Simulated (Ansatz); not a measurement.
# Calculations on GePH$_{5}$O$_{2}$Cl$_{2}$

Part 1: Relaxation

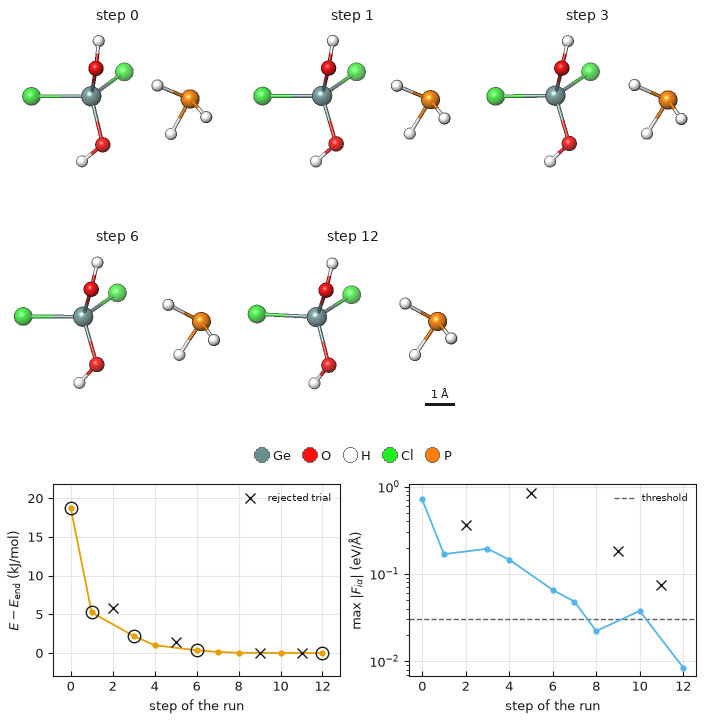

Frames of a relaxation of GePH₅O₂Cl₂, marked on the history of the run. The picture is a ball-and-stick view, seen at a tilt.

The run prepares an end point of a later path (reaction) calculation, from a guessed geometry.

Level of theory: RKS PBE/def2-SVP in Ansatz.

The input:
```yaml
crystal:
  periodic: [false, false, false]
  atoms:
    - { symbol: Ge, position_ang: [-0.153406, -0.232708, 0.063437] }
    - { symbol: O, position_ang: [-0.186851, -0.381062, 1.829489] }
    - { symbol: H, position_ang: [-1.056985, -0.105048, 2.179764] }
    - { symbol: O, position_ang: [1.541133, -0.181254, -0.451773] }
    - { symbol: H, position_ang: [1.663137, -0.840462, -1.164463] }
    - { symbol: Cl, position_ang: [-1.354372, 1.433334, -0.608608] }
    - { symbol: Cl, position_ang: [-1.017712, -2.006913, -0.84256] }
    - { symbol: P, position_ang: [1.142685, 2.815475, 1.160156] }
    - { symbol: H, position_ang: [2.390177, 2.927034, 1.877841] }
    - { symbol: H, position_ang: [1.77902, 2.152639, 0.056302] }
    - { symbol: H, position_ang: [0.823773, 1.588964, 1.819316] }
basis:
  gaussian: { orbitals: def2-SVP }
hamiltonian:
  xc: pbe
relax:
  f_tol: 0.03
  max_steps: 50
```

Launched with:
```bash
ansatz run input.yaml --threads 4 --pin off --max-ram 5120MiB --backend cpu --events-out ev --progress --plain --runs-dir out
```

> Describe the path.

Over 8 accepted moves (12 points after the start) the energy falls by 18.8 kJ/mol. Largest force component: 0.71 eV/Å at the start, 0.0084 eV/Å at the end. The line search rejected the trial steps at points 2, 5, 9, 11 of the run. The forces were under the threshold at step 8, but the run went on from there. The largest moves after the best rigid fit, 0.46 Å, are those of P8 and H11. Largest moves by element: H 0.46 Å, P 0.45 Å, Cl 0.35 Å, Ge 0.33 Å, O 0.31 Å. Among the contacts that change: Ge1–P8 3.489 → 4.271 Å, P8–H11 1.428 → 1.441 Å, Ge1–Cl7 2.172 → 2.166 Å, Ge1–Cl6 2.161 → 2.166 Å. Among the angles between lasting bonds that change: O4–Ge1–Cl7 106.4° → 109.8°, O2–Ge1–O4 108.1° → 104.7°, O2–Ge1–Cl7 109.9° → 112.7°. Groups turn about Ge1–O4 by about 20°. From step 0 to 1: P8 moves most (0.19 Å), energy −13.5 kJ/mol. From step 1 to 3: P and H atoms move most (0.10 Å), energy −3.05 kJ/mol. From step 3 to 6: H11 moves most (0.14 Å), energy −1.84 kJ/mol. From step 6 to 12: O and H atoms move most (0.11 Å), energy −0.36 kJ/mol.

```tsv
step	E − E(0), kJ/mol	largest force component, eV/Å	note
0	0.00	0.7138	
1	-13.55	0.1684	
2	-12.97	0.3592	rejected
3	-16.60	0.1943	
4	-17.78	0.1459	
5	-17.32	0.8475	rejected
6	-18.44	0.0655	
7	-18.65	0.0482	
8	-18.76	0.0221	
9	-18.75	0.1817	rejected
10	-18.78	0.0376	
11	-18.78	0.0751	rejected
12	-18.80	0.0084
```

Limits of the set-up: the start holds two separate molecules, 2.2 Å apart at their closest, whose relative position is a soft coordinate and is computed without a dispersion correction.

Part 2: Relaxation

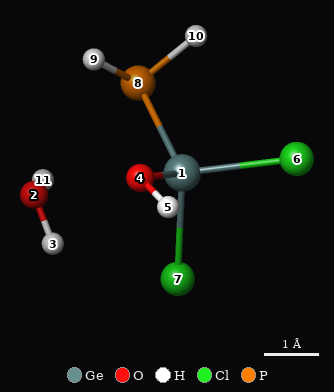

GePH5O2Cl2, before the relaxation. Style: ball-and-stick. Shown at a tilt.

The run prepares an end point of a later path (reaction) calculation, from a guessed geometry.

All numbers below come from RKS PBE/def2-SVP in Ansatz.

Input file:
```yaml
crystal:
  periodic: [false, false, false]
  atoms:
    - { symbol: Ge, position_ang: [0.241148, 0.620519, -0.310298] }
    - { symbol: O, position_ang: [0.543489, -0.128208, 2.549749] }
    - { symbol: H, position_ang: [-0.122402, -0.779237, 2.241279] }
    - { symbol: O, position_ang: [1.653874, -0.451458, -0.489231] }
    - { symbol: H, position_ang: [1.554342, -1.033446, -1.269474] }
    - { symbol: Cl, position_ang: [-0.295912, 1.331321, -2.31554] }
    - { symbol: Cl, position_ang: [-1.516372, -0.601957, 0.248998] }
    - { symbol: P, position_ang: [0.63696, 2.370501, 1.102994] }
    - { symbol: H, position_ang: [2.009778, 1.972848, 1.23757] }
    - { symbol: H, position_ang: [0.898397, 3.277531, 0.010539] }
    - { symbol: H, position_ang: [-0.032701, 0.591587, 2.912315] }
basis:
  gaussian: { orbitals: def2-SVP }
hamiltonian:
  xc: pbe
relax:
  f_tol: 0.03
  max_steps: 50
output:
  orbitals: {}
```

Launched with:
```bash
ansatz run input.yaml --threads 4 --pin off --max-ram 5120MiB --backend cpu --events-out ev --progress --plain --runs-dir out
```

Where does the relaxation end?

Answer. Over 21 accepted moves (26 points after the start) the energy falls by 21.5 kJ/mol. Largest force component: 0.49 eV/Å at the start, 0.025 eV/Å at the end. The line search rejected the trial steps at points 2, 4, 10, 14, 22 of the run. The largest moves after the best rigid fit, 1.17 Å, are those of H3 and H11. Largest moves by element: H 1.17 Å, Cl 0.69 Å, O 0.62 Å, P 0.34 Å, Ge 0.30 Å. Some distances before and after: Ge1–O2 2.972 → 2.543 Å, Ge1–P8 2.284 → 2.327 Å, Ge1–O4 1.782 → 1.810 Å, Ge1–Cl6 2.194 → 2.216 Å. Among the angles between lasting bonds that change: O4–Ge1–Cl6 107.3° → 99.8°, O4–Ge1–P8 112.7° → 120.1°, Ge1–O4–H5 110.9° → 107.9°. Groups turn about Ge1–O4 by about 35°. Cost: 29 s on 4 threads of Intel(R) Xeon(R) 6975P-C (Granite Rapids), with other jobs on the host, peak memory 0.23 GiB.

Final geometry:

```xyz
11

Ge    0.1054    0.7037   -0.0528
O     0.4859   -0.0286    2.3521
H     1.0025   -0.7587    1.9440
O     1.2896   -0.6649   -0.0367
H     1.4459   -0.9380   -0.9633
Cl   -0.0123    1.0762   -2.2340
Cl   -1.9142   -0.0590    0.3917
P     0.6210    2.7037    1.0184
H     1.9541    2.2235    1.2725
H     1.0023    3.3243   -0.2266
H    -0.4097   -0.4122    2.4535
```

After the run, drawn alike:

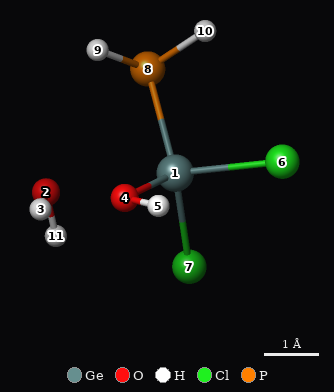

Limits of the set-up: the start holds two separate molecules, 2.4 Å apart at their closest, whose relative position is a soft coordinate and is computed without a dispersion correction.

Part 3: Path

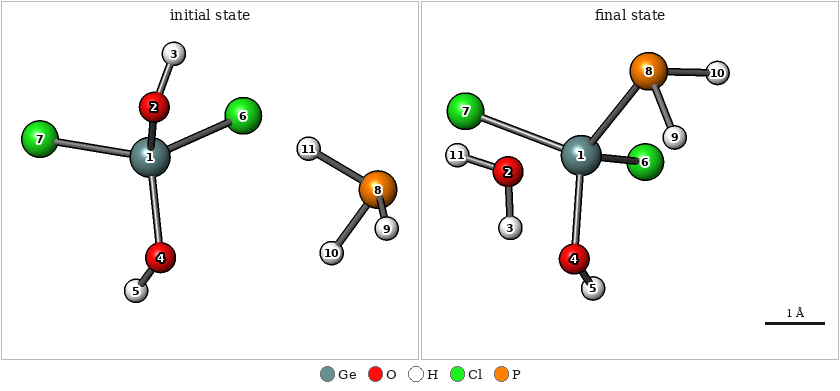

The two relaxed end points of a path for GePH5O2Cl2, made up at the start of GeH2O2Cl2 and PH₃. A ball-and-stick model, seen at a tilt.

Method: Ansatz 0.2.0, RKS PBE/def2-SVP.

Run with 7 movable images; climbing image; force threshold 0.05 eV/Å; iteration limit 60.

Start:
```xyz
11

Ge   -0.2747   -0.5236   -0.0360
O    -0.2348   -0.5264    1.7347
H    -1.0573   -0.1390    2.0930
O     1.4253   -0.4640   -0.5236
H     1.5399   -0.8565   -1.4111
Cl   -1.3993    1.1911   -0.7344
Cl   -1.2119   -2.2973   -0.8523
P     1.3608    3.1859    1.3067
H     2.5777    3.2029    2.0807
H     1.9643    2.3859    0.2714
H     0.8806    2.0110    1.9898
```

End:
```xyz
11

Ge    0.1410    0.7037   -0.0755
O     0.3665    0.0003    2.3575
H     0.8878   -0.7477    1.9900
O     1.2894   -0.6914    0.0278
H     1.4916   -0.9824   -0.8843
Cl    0.1565    1.0449   -2.2649
Cl   -1.9182   -0.0053    0.2635
P     0.6425    2.7077    0.9950
H     1.9471    2.2010    1.3318
H     1.1088    3.3000   -0.2348
H    -0.5423   -0.3609    2.4128
```

**What barrier does the band find between them, and by what path?**

Forward barrier 1.39 eV, backward barrier 1.70 eV, with image 4 at the top; the reaction energy is −0.31 eV. Breaking: Ge1–O2 (1.77 → 1.93 at the top → 2.54 Å), P8–H11 (1.44 → 1.69 at the top → 3.58 Å). Forming: Ge1–P8 (4.27 → 2.79 at the top → 2.33 Å), O2–H11 (2.78 → 1.25 at the top → 0.98 Å). The band is converged. At the top, the vibrational analysis gives one imaginary mode (1019i cm⁻¹), as a transition state must have.

Energies of the converged images:

```csv
image,path (Å),E (eV)
0,0.00,0.000
1,1.59,0.005
2,3.18,0.018
3,4.78,0.012
4,6.37,1.395
5,7.84,0.323
6,9.31,-0.100
7,10.78,-0.148
8,12.26,-0.306
```

The geometry at the top of the path:

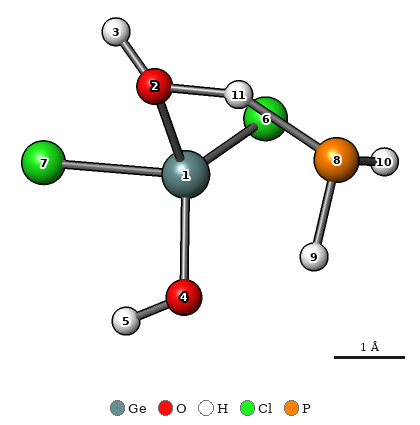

Limits of the set-up: the start holds two separate molecules, 2.8 Å apart at their closest, whose relative position is a soft coordinate and is computed without a dispersion correction.
